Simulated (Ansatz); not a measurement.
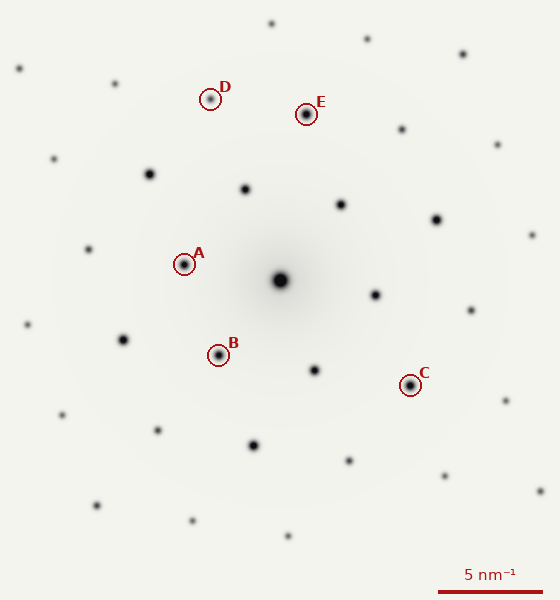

Kinematic zone-axis pattern, calculated for 200 keV electrons with B = 0.3 Å². The zone axis points towards the electron source and the pattern is seen from the source side.

The sample is Co, space group P6_3/mmc (No. 194), a = 2.47 Å, c = 4.01 Å (hexagonal axes). Structure: the input geometry of an electronic-structure calculation (not necessarily at equilibrium).

Spot A is indexed -1 0 0 and spot B 0 -1 0.

> Give hkl for C, D, E.

C = −2A + B = 2 -1 0 (d = 1.236 Å). D = 2A − 2B = -2 2 0 (d = 1.071 Å). E = A − 2B = -1 2 0 (d = 1.236 Å).

> Which zone axis is this?

The cross product of A and B is parallel to [001]; every spot obeys hu + kv + lw = 0.

> What are the spacings of A and B and the angle between them?

d(A) = 2.141 Å, d(B) = 2.141 Å, and the angle is 60.0°.
